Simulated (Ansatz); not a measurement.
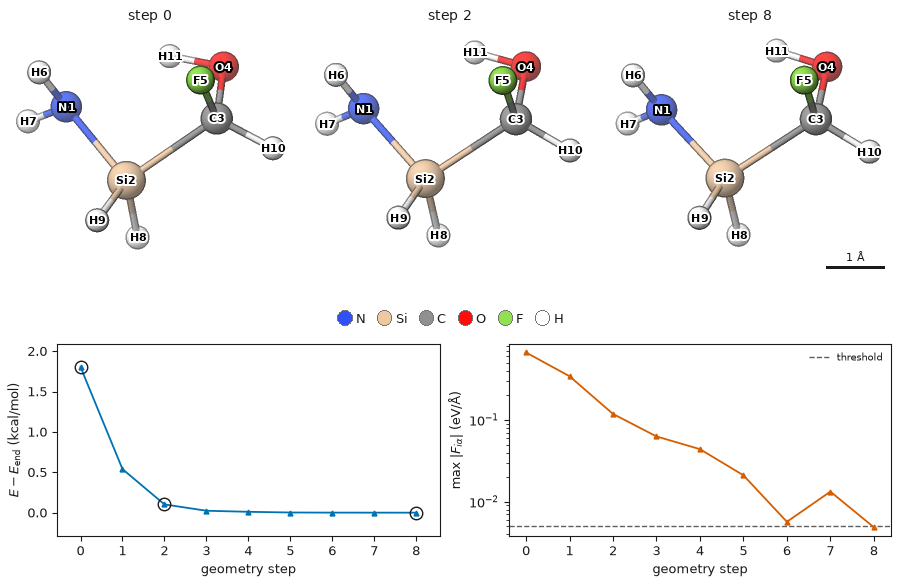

Frames of a relaxation of CH6FNOSi, marked on the history of the run. The picture is a ball-and-stick view, seen at a tilt.

The start comes from PBE-D4/def2-SVP.

Level of theory: RKS PBE0-D4/def2-TZVP (Ansatz). Set-up: force threshold 0.005 eV/Å; at most 150 steps.

> Describe the path.

After 8 geometry steps the energy has fallen by 1.80 kcal/mol. Largest force component: 0.67 eV/Å at the start, 0.0049 eV/Å at the end. H11 moves most after the best rigid fit: 0.15 Å. Largest moves by element: H 0.15 Å, N 0.10 Å, F 0.07 Å, O 0.06 Å, Si 0.05 Å, C 0.02 Å. Some distances before and after: N1–Si2 1.771 → 1.730 Å, O4–H11 0.995 → 0.970 Å, C3–F5 1.428 → 1.408 Å, C3–H10 1.112 → 1.093 Å. Among the angles between lasting bonds that change: N1–Si2–C3 98.1° → 102.8°, Si2–N1–H6 116.5° → 119.4°, C3–Si2–H8 113.0° → 110.5°. From step 0 to 2: H11 moves most (0.11 Å), energy −1.70 kcal/mol. From step 2 to 8: H6 moves most (0.05 Å), energy −0.10 kcal/mol.
